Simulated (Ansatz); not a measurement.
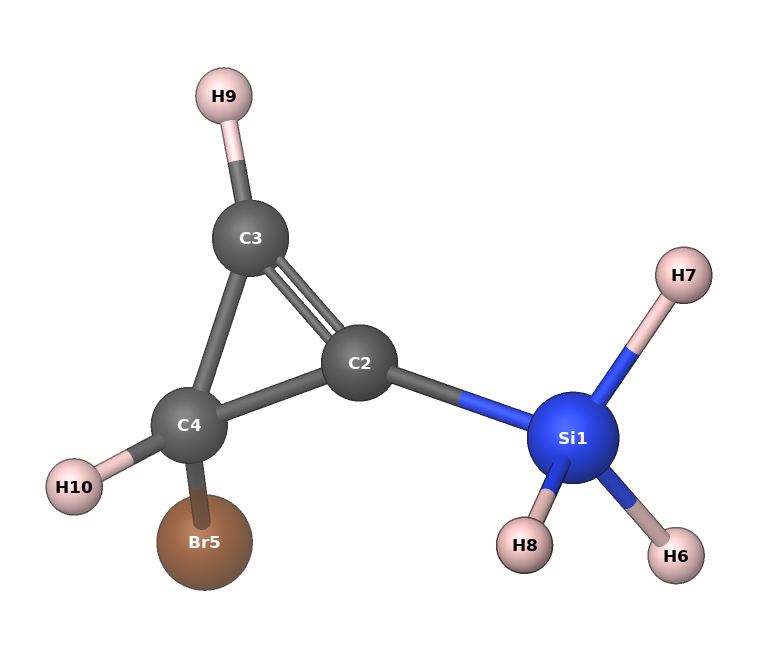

Distant atoms are faded towards the background colour. Computed geometry: PBE0-D4/def2-TZVP optimisation. No frequency run is at hand to confirm it as a minimum.

**Which atoms or bonds are stereogenic?**

Centres: C4.

**Give the R/S and E/Z labels.**

C4: R (priorities Br5 > C2 > C3 > H10).
